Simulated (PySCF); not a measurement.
# C7H16Ge (SMILES CCC[C@H]1CC[CH2][GeH2]1): what the fields show

```yaml
atoms:
  - { symbol: C, position_ang: [-3.5729, -0.3860, -0.2686] }
  - { symbol: C, position_ang: [-2.1853, -0.1950, -0.8597] }
  - { symbol: C, position_ang: [-1.1203, 0.1139, 0.1836] }
  - { symbol: C, position_ang: [0.2704, 0.3427, -0.3914] }
  - { symbol: C, position_ang: [1.3239, 0.7429, 0.6501] }
  - { symbol: C, position_ang: [2.7310, 0.5904, 0.0683] }
  - { symbol: C, position_ang: [2.9033, -0.8248, -0.4999] }
  - { symbol: Ge, position_ang: [1.1310, -1.2095, -1.2764] }
  - { symbol: H, position_ang: [-3.5851, -1.2119, 0.4606] }
  - { symbol: H, position_ang: [-3.9112, 0.5213, 0.2575] }
  - { symbol: H, position_ang: [-4.3181, -0.6169, -1.0449] }
  - { symbol: H, position_ang: [-1.8948, -1.1026, -1.4194] }
  - { symbol: H, position_ang: [-2.2064, 0.6197, -1.6052] }
  - { symbol: H, position_ang: [-1.0829, -0.7104, 0.9200] }
  - { symbol: H, position_ang: [-1.4305, 1.0085, 0.7571] }
  - { symbol: H, position_ang: [0.2144, 1.1391, -1.1564] }
  - { symbol: H, position_ang: [1.2252, 0.0831, 1.5325] }
  - { symbol: H, position_ang: [1.1529, 1.7709, 1.0139] }
  - { symbol: H, position_ang: [3.4990, 0.8231, 0.8248] }
  - { symbol: H, position_ang: [2.8616, 1.3298, -0.7420] }
  - { symbol: H, position_ang: [3.7301, -0.9000, -1.2202] }
  - { symbol: H, position_ang: [3.1007, -1.5498, 0.3061] }
  - { symbol: H, position_ang: [1.0938, -1.1516, -2.8175] }
  - { symbol: H, position_ang: [0.5479, -2.5632, -0.8154] }
```

Geometry: PBE0-D3(BJ)/def2-SVP.

All numbers below come from PBE0/def2-SVPD, SCF density, gas phase in PySCF.

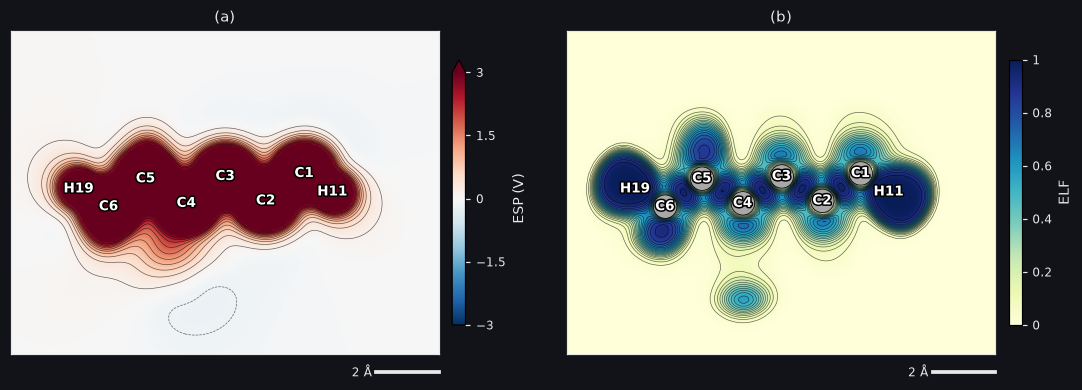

Figure 1. (a) molecular electrostatic potential; (b) electron localisation function on the plane of atoms C1, C2 and C3. Grey discs cover the atomic cores in the ELF map.

**What do the fields say about this system?**

- Atoms in the plane: C and H.
- C–C (1.52 Å): the ELF peaks at about 0.95 between the atoms, as expected for localised, covalent bonding.
- C–H (1.10 Å): the ELF climbs to about 1 towards the hydrogen, as it does in any bond to H (an ordinary covalent bond to hydrogen).
- The potential has no marked negative region in this plane.

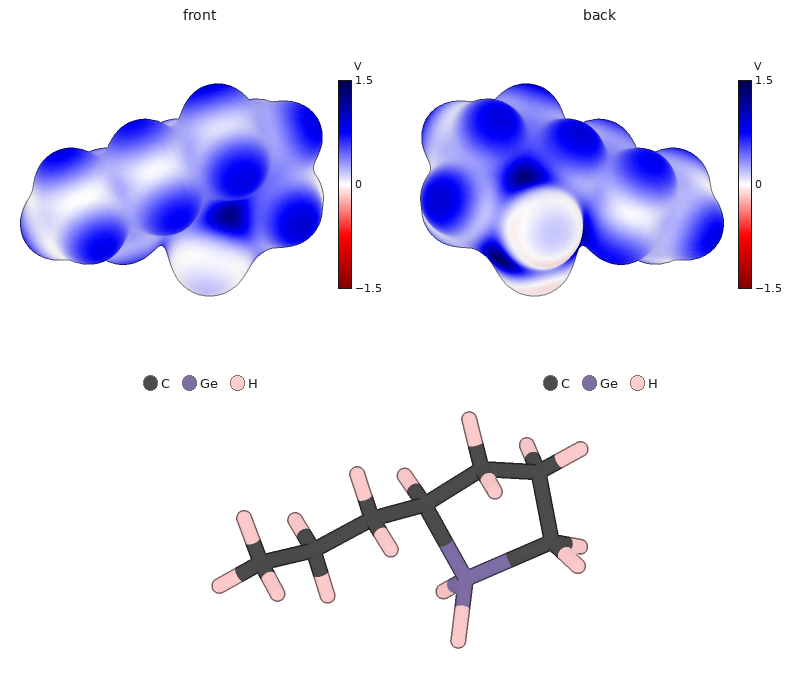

Figure 2. The molecular electrostatic potential painted on the density surface at 0.004 e/bohr³, seen from the front and from behind; the colour scale runs from red (negative) to blue (positive). The bare structure is drawn below in the same view.

**Where is the surface potential most negative and most positive?**

The most negative region (about −0.1 V) lies over C7, H23 and H24, the most positive (about +1.2 V) over Ge8.
